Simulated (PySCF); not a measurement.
## C9H14OSi: NMR shielding calculation

System: C9H14OSi.
Method: GIAO PBE0/pcSseg-1 NMR shielding, non-relativistic, gas phase (PySCF 2.14.0).

The geometry comes from this level: PBE0-D3(BJ)/def2-SVP. Figures and captions count atoms from 1; the log counts them from 0 in places.

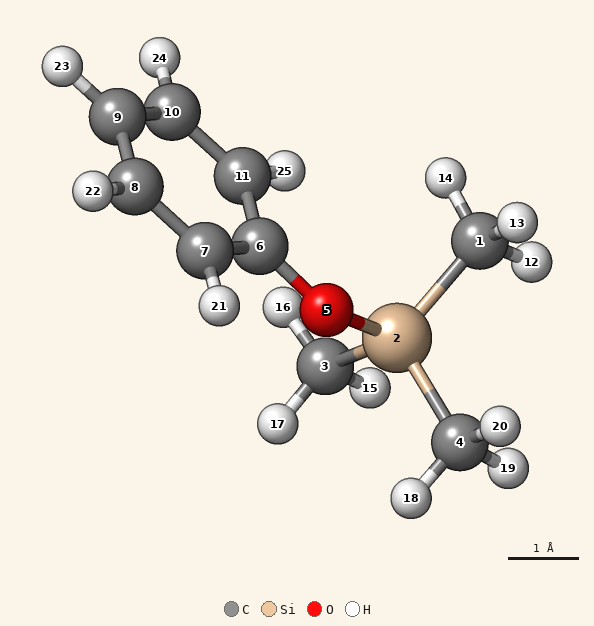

*The structure (ball-and-stick view, seen at a tilt; atoms are numbered from 1 in the order of the input).*

### Summary

| quantity | value |
| --- | --- |
| outcome | converged |
| total energy | −715.490573 hartree |
| HOMO | −6.39 eV |
| LUMO | −0.13 eV |
| dipole moment | 1.59 D |
| isotropic shielding, C | 22.0 to 185.9 ppm |
| isotropic shielding, Si | 328.4 ppm |
| isotropic shielding, O | 198.7 ppm |
| isotropic shielding, H | 23.9 to 31.4 ppm |
| hardware | 2 CPU threads, shared host |
| wall time | 55 s (CPU time 2.1 min) |
| peak memory | 2 GiB |

### The input
```
{"job": {"kind": "nmr", "xc": "PBE0", "basis": "pcSseg-1"}, "charge": 0, "multiplicity": 1}
C     -1.817884     1.392751    -1.297487
Si    -1.674780    -0.057573    -0.120470
C     -1.812106     0.472305     1.670690
C     -2.946521    -1.360330    -0.528865
O     -0.198935    -0.855434    -0.364967
C      1.078850    -0.495958    -0.150945
C      2.062851    -1.485093    -0.283332
C      3.402309    -1.174855    -0.076454
C      3.788470     0.122159     0.265989
C      2.811800     1.106621     0.395681
C      1.465870     0.807110     0.189583
H     -2.825357     1.835234    -1.235759
H     -1.659034     1.058219    -2.334614
H     -1.089192     2.189291    -1.085840
H     -2.788640     0.948148     1.855414
H     -1.028053     1.186818     1.961946
H     -1.731990    -0.403649     2.333368
H     -2.830948    -2.237191     0.126480
H     -3.967053    -0.967027    -0.397716
H     -2.841795    -1.698804    -1.570995
H      1.745168    -2.494906    -0.550034
H      4.156264    -1.958927    -0.183380
H      4.841167     0.362198     0.428845
H      3.095674     2.128240     0.660892
H      0.714284     1.592459     0.289503
```

The first line tells a small driver script what to run in PySCF; the rest is the geometry in Å.

Run as:
```bash
OMP_NUM_THREADS=2 python <driver script> task.json out
```

### Output
```
coarse grid: 21168 points
cycle   1  E = -715.2809333263  dE =  1.420e+00  |g| = 7.844e-01  |ddm| = 4.684e+00
cycle   2  E = -715.2138803091  dE =  6.705e-02  |g| = 1.001e+00  |ddm| = 1.571e+00
cycle   3  E = -715.4100358592  dE = -1.962e-01  |g| = 1.641e-01  |ddm| = 9.803e-01
cycle   4  E = -715.4152475281  dE = -5.212e-03  |g| = 3.260e-02  |ddm| = 1.564e-01
cycle   5  E = -715.4154290557  dE = -1.815e-04  |g| = 1.636e-02  |ddm| = 4.011e-02
cycle   6  E = -715.4154973587  dE = -6.830e-05  |g| = 3.552e-03  |ddm| = 1.866e-02
cycle   7  E = -715.4155005761  dE = -3.217e-06  |g| = 1.111e-03  |ddm| = 4.488e-03
final grid: 199216 points
cycle   8  E = -715.4905375840  dE = -5.035e-05  |g| = 1.267e-02  |ddm| = 6.197e-02
cycle   9  E = -715.4905052693  dE =  3.231e-05  |g| = 1.824e-02  |ddm| = 2.378e-02
cycle  10  E = -715.4905721300  dE = -6.686e-05  |g| = 2.430e-03  |ddm| = 1.520e-02
cycle  11  E = -715.4905733565  dE = -1.227e-06  |g| = 2.946e-04  |ddm| = 2.486e-03
cycle  12  E = -715.4905733658  dE = -9.311e-09  |g| = 2.096e-04  |ddm| = 4.770e-04
cycle  13  E = -715.4905733778  dE = -1.202e-08  |g| = 4.249e-05  |ddm| = 2.348e-04
cycle  14  E = -715.4905733783  dE = -4.511e-10  |g| = 9.647e-06  |ddm| = 4.952e-05
```

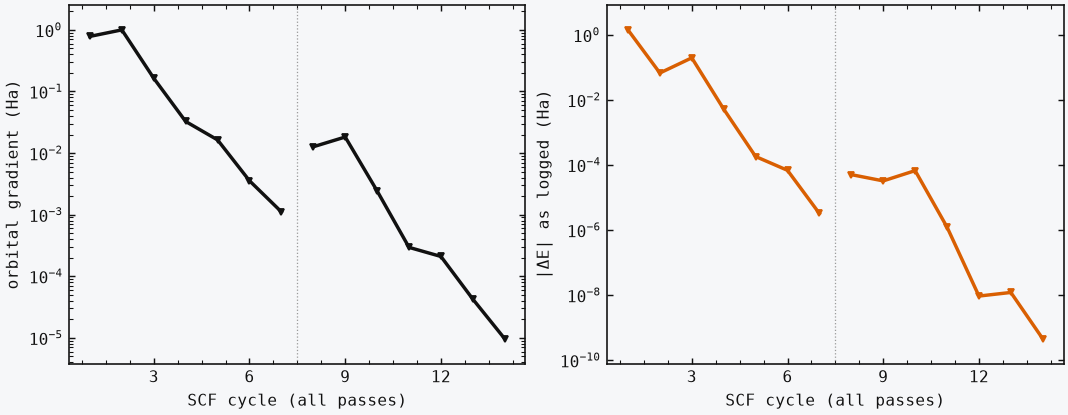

*Convergence of the self-consistent field: orbital gradient and size of the energy change against the SCF cycle. The dotted line marks the change from a coarse to the final integration grid.*

The first 7 cycles use a coarse grid, the final grid takes over at cycle 8, and the field converges after 14 cycles in all.

```
converged SCF energy = -715.4905733783

GIAO shielding tensors (ppm)
atom      isotropic    diamagn.    paramagn.     s11        s22        s33       span
  0 C      183.923     257.776     -73.853    177.933    183.846    189.989     12.055
  1 Si     328.397     883.116    -554.720    310.158    326.141    348.892     38.734
  2 C      185.896     257.948     -72.051    179.266    185.414    193.009     13.744
  3 C      183.685     256.138     -72.453    175.090    184.394    191.570     16.480
  4 O      198.691     404.557    -205.866    147.169    182.662    266.242    119.073
  5 C       22.016     249.650    -227.633    -71.966     22.194    115.821    187.787
  6 C       58.970     253.070    -194.101    -31.458     49.647    158.721    190.179
  7 C       48.694     254.052    -205.358    -62.011     36.024    172.070    234.081
  8 C       59.883     254.916    -195.033    -46.060     49.288    176.422    222.482
  9 C       50.013     253.074    -203.061    -60.777     38.946    171.871    232.648
 10 C       64.108     260.780    -196.672    -22.846     53.957    161.214    184.060
 11 H       31.306      29.858       1.448     27.331     28.433     38.155     10.824
 12 H       30.864      32.161      -1.297     27.195     28.217     37.180      9.985
 13 H       30.546      34.290      -3.744     25.307     29.540     36.791     11.484
 14 H       31.377      30.084       1.293     27.504     28.340     38.287     10.783
 15 H       30.494      34.608      -4.114     25.008     29.771     36.705     11.697
 16 H       31.065      32.470      -1.405     27.321     28.287     37.588     10.268
 17 H       30.824      31.389      -0.565     26.684     28.378     37.409     10.725
 18 H       31.390      28.687       2.703     27.119     28.852     38.198     11.079
 19 H       30.784      31.084      -0.300     26.799     28.269     37.285     10.486
 20 H       24.216      32.855      -8.639     20.171     23.596     28.883      8.712
 21 H       23.905      28.416      -4.511     20.465     24.610     26.639      6.174
 22 H       24.323      28.219      -3.896     21.035     25.474     26.460      5.425
 23 H       23.997      30.652      -6.655     20.394     24.118     27.478      7.085
 24 H       24.586      37.878     -13.292     20.122     23.224     30.411     10.289
```

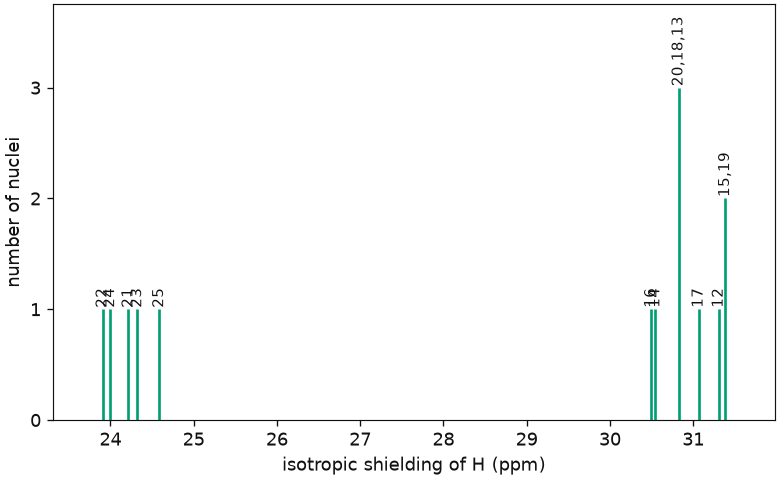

*Isotropic shieldings of the hydrogen nuclei in this fixed geometry, labelled by atom number; shielding grows to the right, so chemical shift grows to the left.*

The least shielded is H22 (23.9 ppm), the most shielded H19 (31.4 ppm).

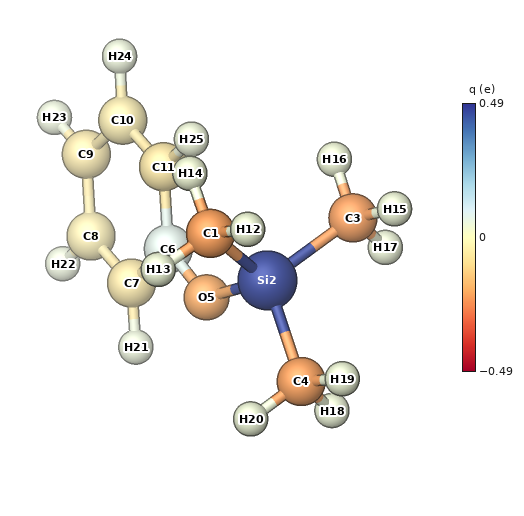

*Hirshfeld charges, as the colour of each atom (ball-and-stick view, seen at a tilt; atoms are numbered from 1 in the order of the input).*

By element: C −0.22 to +0.08, Si +0.46, O −0.20 and H +0.04 to +0.05 e.
